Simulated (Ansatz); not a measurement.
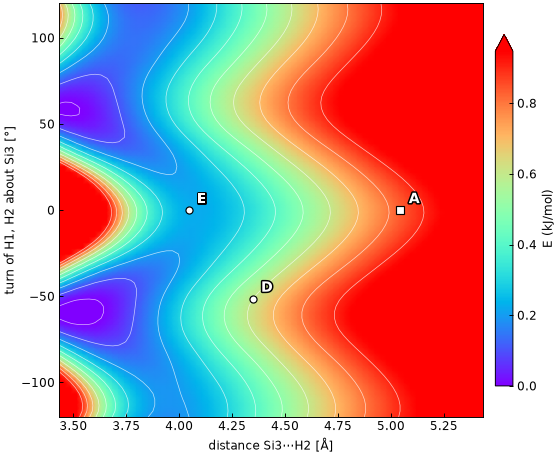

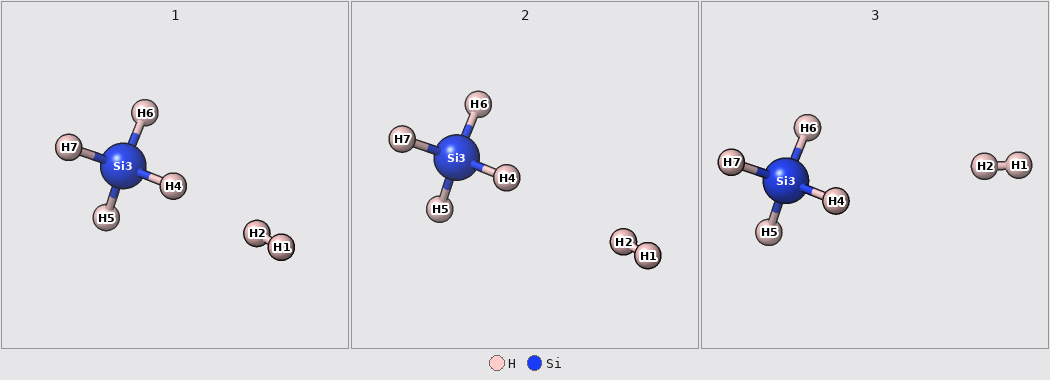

The pair H₂···H₄Si. The turn is about an axis along (−0.32, −0.95, 0.01) in the frame of the relaxed pair, normal to the line between the partners. First axis: distance Si3···H2. Second axis: turn of H1, H2 about Si3. The grid has 15 × 15 points. All energies are given in kJ/mol relative to the lowest grid point. Method: RKS PBE0-D4/def2-TZVPD (Ansatz 0.2.0).

Drawn: a smooth colour map with a few white contour lines, one colour for all values above the top of the scale, lettered points. Between grid points the surface is interpolated. The numbered pictures are the structures at these points, in random order.

Which structure belongs to which point?

A is structure 2: distance Si3···H2 = 5.045 Å, turn of H1, H2 about Si3 = 0.0°, 0.83 kJ/mol; D is structure 3: distance Si3···H2 = 4.347 Å, turn of H1, H2 about Si3 = −51.4°, 0.60 kJ/mol; E is structure 1: distance Si3···H2 = 4.044 Å, turn of H1, H2 about Si3 = 0.0°, 0.23 kJ/mol.
